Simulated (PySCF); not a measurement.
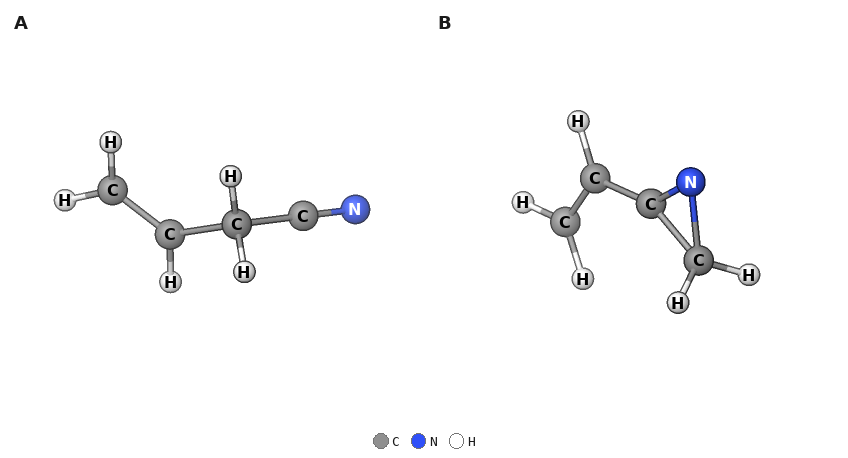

2 stationary structures of one formula. Geometries: PBE0-D3(BJ)/def2-SVP. Electronic energies: PBE0-D3(BJ)/def2-SVP (PySCF 2.14.0), without zero-point energy. No frequency run is at hand to confirm each as a minimum. Each is one conformer, not always the lowest.

How are they related?

They are constitutional isomers of C4H5N: A `C=CCC#N`, B `C=CC1=NC1`.

Rank them by energy, lowest first.

A is lowest; B lies 29.4 kcal/mol above it.
